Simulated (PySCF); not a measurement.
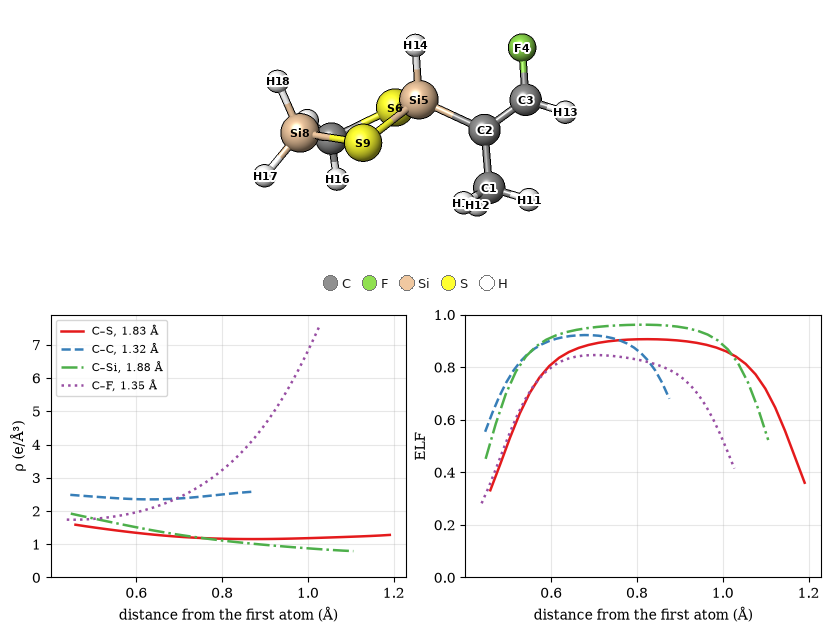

Figure. C₄H₉FS₂Si₂. Electron density and electron localisation function along straight lines between neighbouring atoms. The curves leave out the atomic cores. The structure is drawn too.

Geometry: GFN2-xTB.

Computed with PySCF 2.14.0, PBE0/pcSseg-1, SCF density, gas phase, non-relativistic.

Input file:

```
{"job": {"kind": "nmr", "xc": "PBE0", "basis": "pcSseg-1"}, "charge": 0, "multiplicity": 1}
C     -1.869216     1.456880    -0.505582
C     -1.853631     0.175996     0.266201
C     -2.977260    -0.423621     0.617905
F     -2.980458    -1.578527     1.310798
Si    -0.206034    -0.602360     0.738380
S      0.710129    -1.547957    -0.965578
C      2.369461    -0.772666    -1.010644
Si     2.904787     0.057670     0.618587
S      1.125888     0.993062     1.342287
H     -1.301094     2.213780     0.032614
H     -2.884948     1.812138    -0.661228
H     -1.393937     1.312079    -1.474804
H     -3.983009    -0.085296     0.408090
H     -0.282050    -1.556517     1.833647
H      3.055173    -1.569062    -1.289910
H      2.349618    -0.053267    -1.828917
H      3.855638     1.122719     0.357911
H      3.352185    -0.948733     1.573947
```

Run with:

```sh
OMP_NUM_THREADS=1 python probes_run.py task.json out
```

Q: Compare the contacts.

A: C–S (1.83 Å): ρ at the midpoint is about 1.2 e/Å³; the ELF peaks at about 0.90 between the atoms (a covalent bond).
C–C (1.32 Å): ρ is about 2.4 e/Å³ halfway; the ELF peaks at about 0.90 between the atoms; a multiple bond.
C–Si (1.88 Å): ρ is about 0.94 e/Å³ halfway; the ELF peaks at about 0.95 between the atoms: a covalent bond.
C–F (1.35 Å): ρ is about 2.3 e/Å³ halfway, with its minimum of 1.7 e/Å³ about 0.5 Å from C; the ELF peaks at about 0.85 between the atoms, as expected for a polar covalent bond.
